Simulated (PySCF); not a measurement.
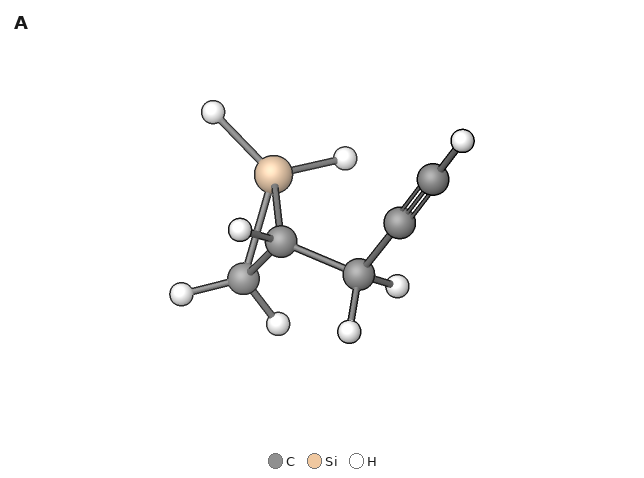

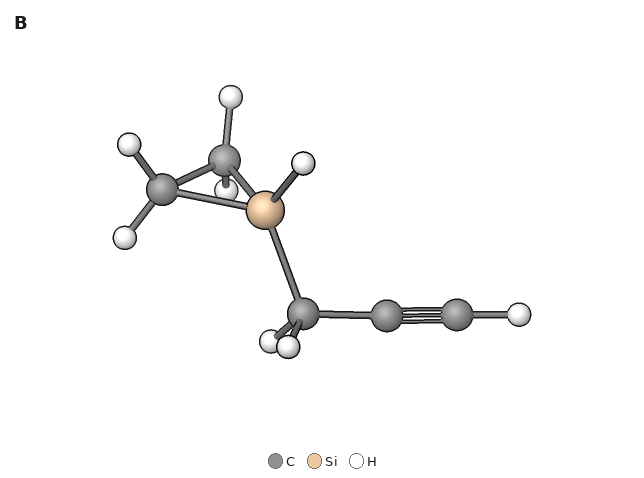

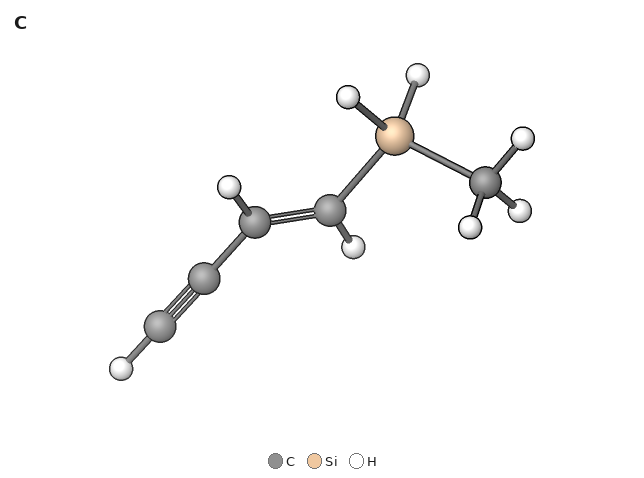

3 stationary structures of one formula. Geometries: PBE0-D3(BJ)/def2-SVP. Electronic energies: PBE0-D3(BJ)/def2-SVP (PySCF 2.14.0), without zero-point energy. No frequency run is at hand to confirm each as a minimum. Each is one conformer, not always the lowest.

### How are they related?

They are constitutional isomers of C5H8Si: A `C#CC[C@@H]1C[SiH2]1`, B `C#CC[SiH]1CC1`, C `C#C/C=C/[SiH2]C`.

### Rank them by energy, lowest first.

C is lowest; B lies 44.0 kJ/mol above it, A lies 73.8 kJ/mol above it.
